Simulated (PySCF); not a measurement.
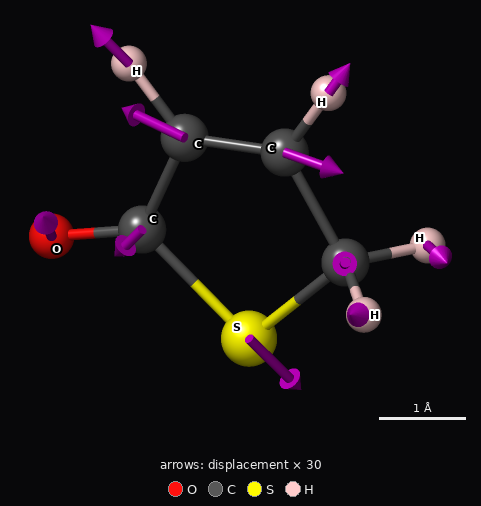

This is a relaxation of C4H4OS. The starting structure is drawn; purple arrows show the displacements, magnified 30 times. The two geometries are superimposed by the best rigid fit.

The picture is a ball-and-stick view, seen at a tilt.

The start comes from GFN2-xTB. Its atoms were then displaced at random by about 0.01 Å.

The calculation used PBE0-D3(BJ)/def2-SVP geometry optimisation, gas phase (PySCF). 

Describe the change and its energy.

The largest move after the best rigid fit is that of the S atom, 0.037 Å. Largest moves by element: S 0.037 Å, C 0.034 Å, O 0.025 Å, H 0.024 Å. Near-neighbour distances that change, for instance: C–C 1.278 → 1.336 Å, C–S 1.781 → 1.810 Å, C–H 1.077 → 1.103 Å, C–O 1.224 → 1.198 Å. Among the angles between lasting bonds that change: C–C–H 117.3° → 119.9°, C–C–H 113.4° → 110.9°, C–C–H 116.6° → 118.9°. The energy falls by 0.185 eV in 6 geometry steps. The run took 27 s on 1 thread of Arm Neoverse V1 (shared host).
